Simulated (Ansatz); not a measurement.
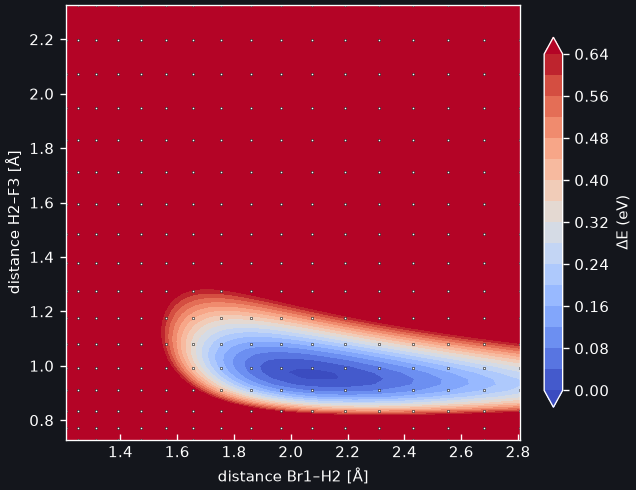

The system Br⁻ + HF. 
- First axis: distance Br1–H2. Second axis: distance H2–F3.
- Nothing is relaxed (the angle Br1–H2–F3 is fixed at 180 degrees).
- Grid: 17 × 17 points.
- Points are written as (first, second).
- Energies: eV, counted from the lowest grid point.
- The reference is spin-restricted, so regions where a bond is pulled apart into radicals lie too high.
- Computed with Ansatz 0.2.0, RKS PBE0-D4/def2-SVPD.

In the figure: filled contours, dots at the grid points, one colour for all values above the top of the scale. Between grid points the surface is interpolated.

Estimate the position of the minimum and the force constants in these coordinates.

Answer. The interpolated minimum is at distance Br1–H2 ≈ 2.078 Å, distance H2–F3 ≈ 0.969 Å. The curvatures there are about 2.5 eV/Å² and 40 eV/Å², with a cross term of about 4 eV/Å². Round the minimum the valley is somewhat tilted: raising distance Br1–H2 shifts the best value of distance H2–F3 downwards (coupling k₁₂/√(k₁₁k₂₂) about 0.4).
